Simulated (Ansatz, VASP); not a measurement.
# Hf16N16Cl3 (Cl on HfN(001)) in two plane-wave programs

One calculation is typed for both programs; each brings its own data sets and cutoff. How far apart do they land? The structure shown is the end of the VASP relaxation below.

Method: plane waves, with VASP 6.6.1 beside it; single point at PBEsol, in Ansatz 0.2.0.

### 1. Starting point

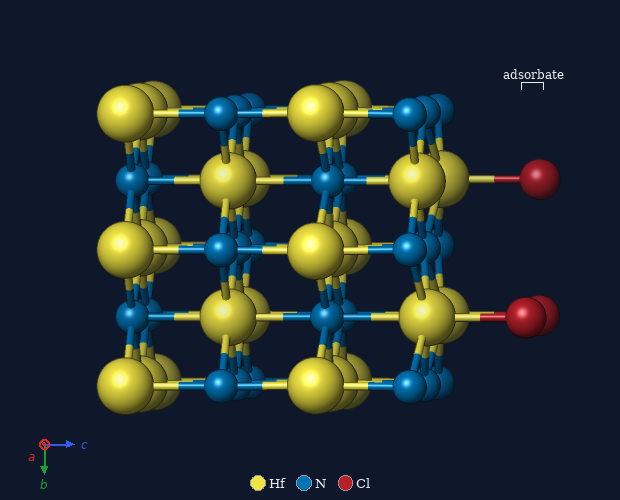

Start, viewed from the side, with the c axis across the page; hafnium yellow, nitrogen blue, chlorine red. Some periodic images of atoms are drawn too.

The cell holds 35 atoms: 16 Hf, 16 N and 3 Cl. Its edges and angles: a = 6.378 Å, b = 6.378 Å, c = 25.015 Å, α = 90.0°, β = 90.0°, γ = 90.0°. It derives from HfN. Vacuum lies along c.

Coordinates:

```cif
data_structure
_symmetry_space_group_name_H-M 'P 1'
_symmetry_Int_Tables_number 1
_cell_length_a 6.3781
_cell_length_b 6.3781
_cell_length_c 25.0150
_cell_angle_alpha 90.000
_cell_angle_beta 90.000
_cell_angle_gamma 90.000
_cell_volume 1017.62
loop_
_atom_site_label
_atom_site_type_symbol
_atom_site_fract_x
_atom_site_fract_y
_atom_site_fract_z
_atom_site_occupancy
Hf1 Hf 0.00000 0.00000 0.31981 1
Hf2 Hf 0.00000 0.50000 0.31981 1
Hf3 Hf 0.50000 0.00000 0.31981 1
Hf4 Hf 0.50000 0.50000 0.31981 1
Hf5 Hf 0.25000 0.25000 0.40995 1
Hf6 Hf 0.25000 0.75000 0.40995 1
Hf7 Hf 0.75000 0.25000 0.40995 1
Hf8 Hf 0.75000 0.75000 0.40995 1
Hf9 Hf 0.00319 0.99681 0.49894 1
Hf10 Hf 0.00319 0.50319 0.49894 1
Hf11 Hf 0.49681 0.99681 0.49894 1
Hf12 Hf 0.49681 0.50319 0.49894 1
Hf13 Hf 0.25000 0.25000 0.59707 1
Hf14 Hf 0.25000 0.75000 0.59728 1
Hf15 Hf 0.75000 0.25000 0.58748 1
Hf16 Hf 0.75000 0.75000 0.59707 1
N17 N 0.25000 0.25000 0.31981 1
N18 N 0.25000 0.75000 0.31981 1
N19 N 0.75000 0.25000 0.31981 1
N20 N 0.75000 0.75000 0.31981 1
N21 N 0.00000 0.00000 0.40995 1
N22 N 0.00000 0.50000 0.40995 1
N23 N 0.50000 0.00000 0.40995 1
N24 N 0.50000 0.50000 0.40995 1
N25 N 0.25000 0.25000 0.50307 1
N26 N 0.25000 0.75000 0.50298 1
N27 N 0.75000 0.25000 0.50378 1
N28 N 0.75000 0.75000 0.50307 1
N29 N 0.99837 0.00163 0.58717 1
N30 N 0.99837 0.49837 0.58717 1
N31 N 0.50163 0.00163 0.58717 1
N32 N 0.50163 0.49837 0.58717 1
Cl33 Cl 0.25000 0.25000 0.68991 1
Cl34 Cl 0.25000 0.75000 0.68923 1
Cl35 Cl 0.75000 0.75000 0.68991 1
```

### 2. VASP: relaxation, PBEsol

This run makes the geometry at which the two programs are then compared.

Lines of VASP's logs that name or quote its potential files are left out, and so is its time.

Input file INCAR:

```
SYSTEM = Hf16N16Cl3
PREC = Normal
ENCUT = 400
EDIFF = 1E-05
NELM = 120
ISMEAR = 1
SIGMA = 0.1
LREAL = Auto
ALGO = Fast
GGA = PS
NBANDS = 176
LASPH = .TRUE.
LORBIT = 11
LWAVE = .FALSE.
LCHARG = .FALSE.
KPAR = 4
NCORE = 2
IBRION = 2
NSW = 80
ISIF = 2
EDIFFG = -0.04
POTIM = 0.4
MAXMIX = 40
IDIPOL = 3
LDIPOL = .TRUE.
DIPOL = 0.5 0.5 0.474
ISYM = 2
```

Input file POSCAR:

```
Hf16N16Cl3
1.0
    6.3781031660      0.0000000000      0.0000000000
    0.0000000000      6.3781031660      0.0000000000
    0.0000000000      0.0000000000     25.0150000000
Hf N Cl
16 16 3
Selective dynamics
Direct
    0.0000000000      0.0000000000      0.3198081150  F F F
    0.0000000000      0.5000000000      0.3198081150  F F F
    0.5000000000      0.0000000000      0.3198081150  F F F
    0.5000000000      0.5000000000      0.3198081150  F F F
    0.2500000000      0.2500000000      0.4099540280  F F F
    0.2500000000      0.7500000000      0.4099540280  F F F
    0.7500000000      0.2500000000      0.4099540280  F F F
    0.7500000000      0.7500000000      0.4099540280  F F F
    0.0000000000      0.0000000000      0.5000999400  T T T
    0.0000000000      0.5000000000      0.5000999400  T T T
    0.5000000000      0.0000000000      0.5000999400  T T T
    0.5000000000      0.5000000000      0.5000999400  T T T
    0.2500000000      0.2500000000      0.5902458520  T T T
    0.2500000000      0.7500000000      0.5902458520  T T T
    0.7500000000      0.2500000000      0.5902458520  T T T
    0.7500000000      0.7500000000      0.5902458520  T T T
    0.2500000000      0.2500000000      0.3198081150  F F F
    0.2500000000      0.7500000000      0.3198081150  F F F
    0.7500000000      0.2500000000      0.3198081150  F F F
    0.7500000000      0.7500000000      0.3198081150  F F F
    0.0000000000      0.0000000000      0.4099540280  F F F
    0.0000000000      0.5000000000      0.4099540280  F F F
    0.5000000000      0.0000000000      0.4099540280  F F F
    0.5000000000      0.5000000000      0.4099540280  F F F
    0.2500000000      0.2500000000      0.5000999400  T T T
    0.2500000000      0.7500000000      0.5000999400  T T T
    0.7500000000      0.2500000000      0.5000999400  T T T
    0.7500000000      0.7500000000      0.5000999400  T T T
    0.0000000000      0.0000000000      0.5902458520  T T T
    0.0000000000      0.5000000000      0.5902458520  T T T
    0.5000000000      0.0000000000      0.5902458520  T T T
    0.5000000000      0.5000000000      0.5902458520  T T T
    0.2500000000      0.2500000000      0.6801918850  T T T
    0.2500000000      0.7500000000      0.6801918850  T T T
    0.7500000000      0.7500000000      0.6801918850  T T T
```

Input file KPOINTS:

```
Automatic mesh
0
Gamma
4 4 1
0 0 0
```

PAW data sets: Hf_sv_GW, N and Cl (PBE family, release 64).

The run is started by

```bash
$ mpirun -np 8 vasp_std
```

Numbers of over 12 decimals in the logs are rounded to 6 here.

Log:

```text
[banner, memory and clock lines left out]
running    8 mpi-ranks, on    1 nodes
[...]
|                                                                             |
|               ----> ADVICE to this user running VASP <----                  |
|                                                                             |
|     You enforced a specific xc type in the INCAR file but a different       |
|     [... a line on the potential file left out ...]
|     I HOPE YOU KNOW WHAT YOU ARE DOING!                                     |
|                                                                             |

 LDA part: xc-table for (Slater+PW92), standard interpolation
 POSCAR, INCAR and KPOINTS ok, starting setup
[...]
entering main loop
       N       E                     dE             d eps       ncg     rms          rms(c)
DAV:   1     0.325167021320E+04    0.32517E+04   -0.14294E+05  2520   0.121E+03
DAV:   2    -0.108936388111E+03   -0.33606E+04   -0.32930E+04  2864   0.403E+02
[...]
RMM:   6    -0.416088286217E+03    0.33511E-04   -0.10327E-04  1944   0.165E-02    0.822E-02
RMM:   7    -0.416088227997E+03    0.58220E-04   -0.31230E-05  1400   0.858E-03    0.372E-02
RMM:   8    -0.416088252385E+03   -0.24387E-04   -0.18723E-05  1306   0.618E-03    0.382E-02
RMM:   9    -0.416088321201E+03   -0.68816E-04   -0.82091E-06  1177   0.400E-03    0.355E-02
RMM:  10    -0.416088343593E+03   -0.22392E-04   -0.53270E-06   985   0.308E-03    0.161E-02
RMM:  11    -0.416088350935E+03   -0.73420E-05   -0.36657E-06   880   0.280E-03
   9 F= -.41608835E+03 E0= -.41608952E+03  d E =-.266886E-01
[... from here on, the cycles between the ionic steps are left out ...]
  10 F= -.41610131E+03 E0= -.41610276E+03  d E =-.129556E-01
  11 F= -.41610311E+03 E0= -.41610470E+03  d E =-.147564E-01
  12 F= -.41610689E+03 E0= -.41610779E+03  d E =-.378067E-02
  13 F= -.41610776E+03 E0= -.41610827E+03  d E =-.465400E-02
  14 F= -.41611014E+03 E0= -.41611039E+03  d E =-.237487E-02
  15 F= -.41611045E+03 E0= -.41611058E+03  d E =-.268887E-02
  16 F= -.41611060E+03 E0= -.41611053E+03  d E =-.150840E-03
  17 F= -.41611084E+03 E0= -.41611086E+03  d E =-.385718E-03
[...]
reached required accuracy - stopping structural energy minimisation
```

Parts of OUTCAR (step 2):

```text
  Total      -32.7382150    -32.7382150    -17.6814454     -0.0000000     -0.0000000      0.0000000
  in kB      -51.5444597    -51.5444597    -27.8384314     -0.0000000     -0.0000000      0.0000000
  external PRESSURE =     -43.6424503 kB  Pullay stress =       0.0000000 kB

 POSITION                                       TOTAL-FORCE (eV/Angst)
 -----------------------------------------------------------------------------------
      0.00000      0.00000      8.00000         0.082883     -0.082883      1.759778
      0.00000      3.18905      8.00000         0.082883      0.082883      1.759778
      3.18905      0.00000      8.00000        -0.082883     -0.082883      1.759778
      3.18905      3.18905      8.00000        -0.082883      0.082883      1.759778
      1.59453      1.59453     10.25500        -0.000000     -0.000000      0.138547
      1.59453      4.78358     10.25500        -0.000000     -0.000000      0.217472
      4.78358      1.59453     10.25500        -0.000000     -0.000000      0.595736
      4.78358      4.78358     10.25500        -0.000000     -0.000000      0.138547
      0.02035      6.35776     12.48100         0.001442     -0.001442     -0.005347
      0.02035      3.20940     12.48100         0.001442      0.001442     -0.005347
      3.16870      6.35776     12.48100        -0.001442     -0.001442     -0.005347
      3.16870      3.20940     12.48100        -0.001442      0.001442     -0.005347
      1.59453      1.59453     14.93573        -0.000000     -0.000000     -0.019545
      1.59453      4.78358     14.94089        -0.000000     -0.000000      0.004259
[...]
-----------------------------------------------------------------------------------
    total drift:                                0.000000     -0.000000      0.035286

  FREE ENERGIE OF THE ION-ELECTRON SYSTEM (eV)
  ---------------------------------------------------
  free  energy   TOTEN  =      -416.1108359005 eV

  energy  without entropy=     -416.1109054867  energy(sigma->0) =     -416.11085910

 reached required accuracy - stopping structural energy minimisation

[... 3 further parts left out ...]
[key lines of the parts left out:]
E-fermi :   2.1964
```

(Part 1 of 2 ends here.)

[Lines on the potential files, build, host, timing and source positions are cut from VASP's logs without a mark.]

[Logs are printed without paths, hosts, clocks, repeated set-up lines and the standing remarks that a program may print on its own settings, such as how far it seeks lower states.]

[Hosts, paths, dates, database ids (printed as entryN), source tags and the programs' standing remarks are cut or masked in the printed files.]
